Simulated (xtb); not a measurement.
## BSiH4ClO: geometry relaxation (part 3 of 3)

Continued. System: BSiH4ClO. Method: GFN2-xTB (xtb 6.7.1 later snapshot). The geometry comes from this level: PBE0-D4/def2-TZVP.

Geometry of the input (Å):
```
O  -0.4634  1.5509  -0.8880
B  -0.1381  0.2553  -0.7501
Si 0.2663  -0.5562  1.0584
Cl -0.0591  -0.7768  -2.1964
H  -0.6325  1.8169  -1.7996
H  0.1487  0.4394  2.1559
H  1.6479  -1.1091  1.0491
H  -0.6779  -1.6774  1.3150
```

Log, continued:
```
         #    Occupation            Energy/Eh            Energy/eV
      -------------------------------------------------------------
         1        2.0000           -1.0451240             -28.4393
       ...           ...                  ...                  ...
         6        2.0000           -0.5272861             -14.3482
         7        2.0000           -0.4791962             -13.0396
         8        2.0000           -0.4354806             -11.8500
         9        2.0000           -0.4320937             -11.7579
        10        2.0000           -0.4277132             -11.6387
        11        2.0000           -0.4268228             -11.6144
        12        2.0000           -0.3889850             -10.5848 (HOMO)
        13                         -0.2458294              -6.6894 (LUMO)
        14                         -0.1875620              -5.1038
        15                         -0.1630460              -4.4367
        16                         -0.1603141              -4.3624
        17                         -0.0997210              -2.7135
       ...                                ...                  ...
        30                          0.7206289              19.6093
      -------------------------------------------------------------
                  HL-Gap            0.1431556 Eh            3.8955 eV
             Fermi-level           -0.3174072 Eh           -8.6371 eV

 SCC (total)                   0 d,  0 h,  0 min,  0.002 sec
 SCC setup                      ...        0 min,  0.000 sec (  9.565%)
 Dispersion                     ...        0 min,  0.000 sec (  0.569%)
 classical contributions        ...        0 min,  0.000 sec (  0.243%)
 integral evaluation            ...        0 min,  0.000 sec ( 20.916%)
 iterations                     ...        0 min,  0.001 sec ( 28.840%)
 molecular gradient             ...        0 min,  0.001 sec ( 36.564%)
 printout                       ...        0 min,  0.000 sec (  2.892%)

         :::::::::::::::::::::::::::::::::::::::::::::::::::::
         ::                     SUMMARY                     ::
         :::::::::::::::::::::::::::::::::::::::::::::::::::::
         :: total energy             -13.681451524971 Eh    ::
         :: gradient norm              0.000005563563 Eh/a0 ::
         :: HOMO-LUMO gap              3.895462215348 eV    ::
         ::.................................................::
         :: SCC energy               -13.754562828914 Eh    ::
         :: -> isotropic ES            0.057116312992 Eh    ::
         :: -> anisotropic ES          0.002350164767 Eh    ::
         :: -> anisotropic XC          0.000386377019 Eh    ::
         :: -> dispersion             -0.004390481347 Eh    ::
         :: repulsion energy           0.073111303943 Eh    ::
         :: add. restraining           0.000000000000 Eh    ::
         :: total charge              -0.000000000000 e     ::
         :::::::::::::::::::::::::::::::::::::::::::::::::::::

           -------------------------------------------------
          |                Property Printout                |
           -------------------------------------------------

    * Orbital Energies and Occupations

         #    Occupation            Energy/Eh            Energy/eV
      -------------------------------------------------------------
         1        2.0000           -1.0451240             -28.4393
         2        2.0000           -0.7259055             -19.7529
         3        2.0000           -0.7154391             -19.4681
         4        2.0000           -0.6154475             -16.7472
         5        2.0000           -0.5482708             -14.9192
         6        2.0000           -0.5272861             -14.3482
         7        2.0000           -0.4791962             -13.0396
         8        2.0000           -0.4354806             -11.8500
         9        2.0000           -0.4320937             -11.7579
        10        2.0000           -0.4277132             -11.6387
        11        2.0000           -0.4268228             -11.6144
        12        2.0000           -0.3889850             -10.5848 (HOMO)
        13                         -0.2458294              -6.6894 (LUMO)
        14                         -0.1875620              -5.1038
        15                         -0.1630460              -4.4367
        16                         -0.1603141              -4.3624
        17                         -0.0997210              -2.7135
        18                         -0.0635928              -1.7304
        19                         -0.0305391              -0.8310
        20                          0.0254195               0.6917
        21                          0.0293069               0.7975
        22                          0.0294623               0.8017
        23                          0.0466102               1.2683
       ...                                ...                  ...
        30                          0.7206289              19.6093
      -------------------------------------------------------------
                  HL-Gap            0.1431556 Eh            3.8955 eV
             Fermi-level           -0.3174072 Eh           -8.6371 eV

     #   Z          covCN         q      C6AA      α(0)
     1   8          1.600    -0.425    21.364     6.238
     2   5          2.543     0.347    17.424     7.183
     3  14          3.695     0.384   100.106    19.164
     4  17          0.838    -0.329   109.654    16.019
     5   1          0.805     0.317     0.671     1.287
     6   1          0.918    -0.099     5.515     3.673
     7   1          0.917    -0.098     5.503     3.669
     8   1          0.917    -0.098     5.504     3.669

 Mol. C6AA /au·bohr⁶  :       1358.609022
 Mol. C8AA /au·bohr⁸  :      50599.870603
 Mol. α(0) /au        :         60.902034

Wiberg/Mayer (AO) data.
largest (>0.10) Wiberg bond orders for each atom

 ---------------------------------------------------------------------------
     #   Z sym  total        # sym  WBO       # sym  WBO       # sym  WBO
 ---------------------------------------------------------------------------
     1   8      2.259 --     2      1.344     5      0.866
     2   5      3.305 --     1      1.344     4      0.990     3      0.859
     3  14      3.582 --     6      0.905     8      0.902     7      0.902
                             2      0.859
     4  17      1.066 --     2      0.990
     5   1      0.899 --     1      0.866
     6   1      0.990 --     3      0.905
     7   1      0.990 --     3      0.902
     8   1      0.990 --     3      0.902
 ---------------------------------------------------------------------------

Topologies differ in total number of bonds
Writing topology from bond orders to xtbtopo.mol

molecular dipole:
                 x           y           z       tot (Debye)
 q only:       -0.085       0.565       0.432
   full:       -0.217       0.734      -0.360       2.151
molecular quadrupole (traceless):
                xx          xy          yy          xz          yz          zz
 q only:        1.781      -0.576       1.287       0.829      -5.651      -3.069
  q+dip:        2.079      -0.418       1.101       0.704      -5.450      -3.179
   full:        2.333      -0.257       0.684       0.707      -5.524      -3.016

           -------------------------------------------------
          |                Geometry Summary                 |
           -------------------------------------------------

      molecular mass/u    :       94.3806323
   center of mass at/Å    :       -0.0338707      -0.1753203      -0.7437839
  moments of inertia/u·Å² :        0.7699600E+02   0.1882552E+03   0.2597364E+03
rotational constants/cm⁻¹ :        0.2189417E+00   0.8954669E-01   0.6490286E-01

 * 7 selected distances

     #   Z          #   Z                                           value/Å
     1   8          2   5                                         1.3254862
     2   5          3  14                                         1.9805705 (max)
     2   5          4  17                                         1.7678106
     1   8          5   1                                         0.9619339 (min)
     3  14          6   1                                         1.4654448
     3  14          7   1                                         1.4689041
     3  14          8   1                                         1.4688824

 * 5 distinct bonds (by element types)

   Z      Z             #   av. dist./Å        max./Å        min./Å
   1 H    8 O           1     0.9619339     0.9619339     0.9619339
   5 B    8 O           1     1.3254862     1.3254862     1.3254862
   1 H   14 Si          3     1.4677438     1.4689041     1.4654448
   5 B   14 Si          1     1.9805705     1.9805705     1.9805705
   5 B   17 Cl          1     1.7678106     1.7678106     1.7678106

optimized geometry written to: xtbopt.xyz

           -------------------------------------------------
          | TOTAL ENERGY              -13.681451524971 Eh   |
          | GRADIENT NORM               0.000005563563 Eh/α |
          | HOMO-LUMO GAP               3.895462215348 eV   |
           -------------------------------------------------

------------------------------------------------------------------------
------------------------------------------------------------------------
 total:
 *  cpu-time:     0 d,  0 h,  0 min,  0.039 sec
 * ratio c/w:     1.000 speedup
 SCF:
 *  cpu-time:     0 d,  0 h,  0 min,  0.004 sec
 * ratio c/w:     1.000 speedup
 ANC optimizer:
 *  cpu-time:     0 d,  0 h,  0 min,  0.028 sec
 * ratio c/w:     1.000 speedup
```

File xtbopt.xyz:
```
8
 energy: -13.681451524971 gnorm: 0.000005563563 xtb: 6.7.1
O           -0.45129728936440        1.50068719575663       -0.88380501289298
B           -0.13101518992520        0.22001773766451       -0.76456417240308
Si           0.26054737727004       -0.55125488707643        1.01714175100798
Cl          -0.06661041015959       -0.76112938377362       -2.23369859475189
H           -0.63950627598995        1.86576148570380       -1.75364109593367
H            0.14359889543424        0.43411167556653        2.09552191713028
H            1.61738873604273       -1.10715075507789        1.10455041344111
H           -0.64120584330787       -1.65804306876354        1.36279479440225
```

Standard error:
```
normal termination of xtb
```

Trajectory as extended XYZ (Å, eV, eV/Å), 11 frames, from step=0 to step=10:
```
8
Properties=species:S:1:pos:R:3 step=0 energy=-372.23543
O    -0.4634    1.5509   -0.8880
B    -0.1381    0.2553   -0.7501
Si    0.2663   -0.5562    1.0584
Cl   -0.0591   -0.7768   -2.1964
H    -0.6325    1.8169   -1.7996
H     0.1487    0.4394    2.1559
H     1.6479   -1.1091    1.0491
H    -0.6779   -1.6774    1.3150
8
Properties=species:S:1:pos:R:3 step=1 energy=-372.27854
O    -0.4619    1.5393   -0.8988
B    -0.1386    0.2531   -0.7596
Si    0.2588   -0.5423    1.0221
Cl   -0.0666   -0.7548   -2.2155
H    -0.6350    1.8258   -1.8021
H     0.1574    0.3996    2.1474
H     1.6181   -1.1130    1.0963
H    -0.6404   -1.6647    1.3544
8
Properties=species:S:1:pos:R:3 step=2 energy=-372.28710
O    -0.4556    1.5181   -0.8878
B    -0.1335    0.2376   -0.7490
Si    0.2596   -0.5450    1.0222
Cl   -0.0676   -0.7504   -2.2147
H    -0.6336    1.8289   -1.7822
H     0.1509    0.4134    2.1197
H     1.6134   -1.1045    1.0893
H    -0.6417   -1.6551    1.3469
8
Properties=species:S:1:pos:R:3 step=3 energy=-372.28940
O    -0.4539    1.5120   -0.8859
B    -0.1326    0.2318   -0.7535
Si    0.2601   -0.5480    1.0199
Cl   -0.0677   -0.7529   -2.2208
H    -0.6356    1.8413   -1.7731
H     0.1479    0.4216    2.1097
H     1.6153   -1.1059    1.0951
H    -0.6415   -1.6569    1.3529
8
Properties=species:S:1:pos:R:3 step=4 energy=-372.29118
O    -0.4510    1.5007   -0.8833
B    -0.1309    0.2202   -0.7640
Si    0.2605   -0.5507    1.0177
Cl   -0.0674   -0.7598   -2.2339
H    -0.6393    1.8643   -1.7556
H     0.1434    0.4345    2.0972
H     1.6173   -1.1075    1.1041
H    -0.6408   -1.6587    1.3621
8
Properties=species:S:1:pos:R:3 step=5 energy=-372.29125
O    -0.4512    1.5011   -0.8838
B    -0.1313    0.2204   -0.7642
Si    0.2607   -0.5516    1.0171
Cl   -0.0670   -0.7606   -2.2333
H    -0.6393    1.8653   -1.7546
H     0.1434    0.4340    2.0955
H     1.6179   -1.1072    1.1047
H    -0.6413   -1.6585    1.3629
8
Properties=species:S:1:pos:R:3 step=6 energy=-372.29126
O    -0.4511    1.5006   -0.8840
B    -0.1305    0.2200   -0.7648
Si    0.2603   -0.5509    1.0173
Cl   -0.0669   -0.7615   -2.2337
H    -0.6396    1.8658   -1.7534
H     0.1436    0.4339    2.0960
H     1.6170   -1.1069    1.1042
H    -0.6409   -1.6581    1.3625
8
Properties=species:S:1:pos:R:3 step=7 energy=-372.29126
O    -0.4513    1.5006   -0.8838
B    -0.1316    0.2198   -0.7645
Si    0.2607   -0.5512    1.0171
Cl   -0.0666   -0.7612   -2.2337
H    -0.6392    1.8659   -1.7536
H     0.1435    0.4341    2.0956
H     1.6175   -1.1071    1.1046
H    -0.6411   -1.6579    1.3626
8
Properties=species:S:1:pos:R:3 step=8 energy=-372.29126
O    -0.4512    1.5008   -0.8837
B    -0.1306    0.2203   -0.7645
Si    0.2605   -0.5515    1.0171
Cl   -0.0669   -0.7610   -2.2336
H    -0.6396    1.8657   -1.7538
H     0.1435    0.4341    2.0952
H     1.6176   -1.1070    1.1046
H    -0.6413   -1.6583    1.3630
8
Properties=species:S:1:pos:R:3 step=9 energy=-372.29126
O    -0.4513    1.5007   -0.8838
B    -0.1310    0.2200   -0.7646
Si    0.2605   -0.5512    1.0172
Cl   -0.0667   -0.7611   -2.2337
H    -0.6395    1.8657   -1.7537
H     0.1436    0.4341    2.0956
H     1.6174   -1.1071    1.1045
H    -0.6411   -1.6581    1.3627
8
Properties=species:S:1:pos:R:3 step=10 energy=-372.29126
O    -0.4513    1.5007   -0.8838
B    -0.1310    0.2200   -0.7646
Si    0.2606   -0.5513    1.0171
Cl   -0.0666   -0.7611   -2.2337
H    -0.6395    1.8658   -1.7536
H     0.1436    0.4341    2.0955
H     1.6174   -1.1072    1.1045
H    -0.6412   -1.6580    1.3628
```

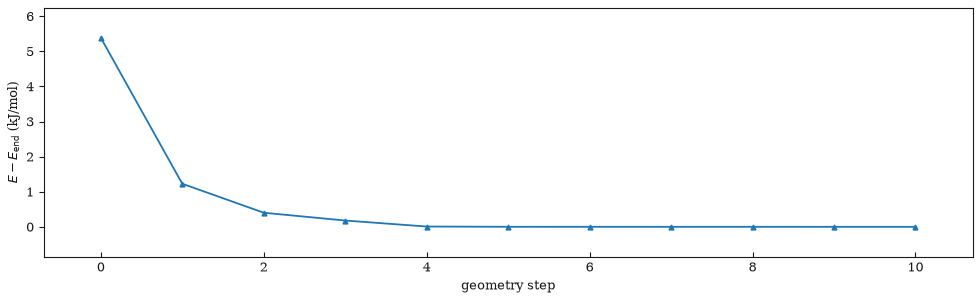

*Progress of the relaxation, step by step (steps are counted from 0).*

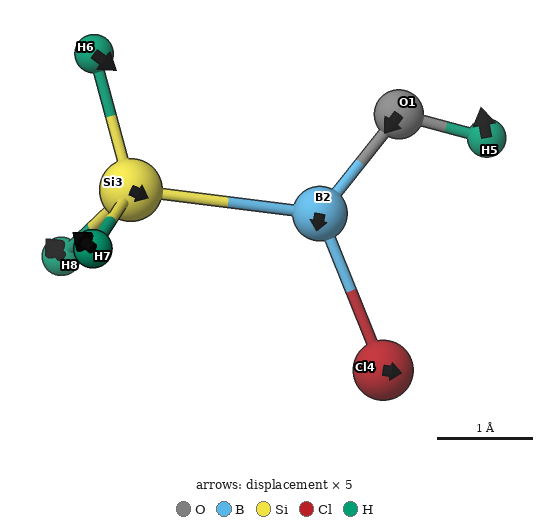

*The starting structure with the displacements as black arrows, magnified 5 times (ball-and-stick view, seen at a tilt). The two geometries are laid on each other by the best rigid fit.*

The energy falls by 5.39 kJ/mol in 10 geometry steps. H5 moves most after the best rigid fit: 0.067 Å. By element the largest moves are H 0.067 Å, O 0.052 Å, Si 0.042 Å, Cl 0.041 Å, B 0.039 Å. Distances before and after: B2–Si3 2.023 → 1.981 Å, Si3–H6 1.486 → 1.465 Å, O1–B2 1.343 → 1.325 Å, B2–Cl4 1.779 → 1.768 Å. Among the angles that change: B2–O1–H5 113.9° → 119.7°, B2–Si3–H7 109.2° → 112.6°, Si3–B2–Cl4 119.0° → 121.6°. (Atoms are counted from 1 in the order of the input.)

Results in brief:

| quantity | value |
| --- | --- |
| outcome | converged |
| electrons treated | 24 |
| total energy | −13.681452 hartree |
| dispersion energy | −0.004390 hartree |
| basis functions | 32 |
| HOMO | −10.58 eV |
| LUMO | −6.69 eV |
| dipole moment | 2.15 D |
| peak memory | 0.073 GiB |
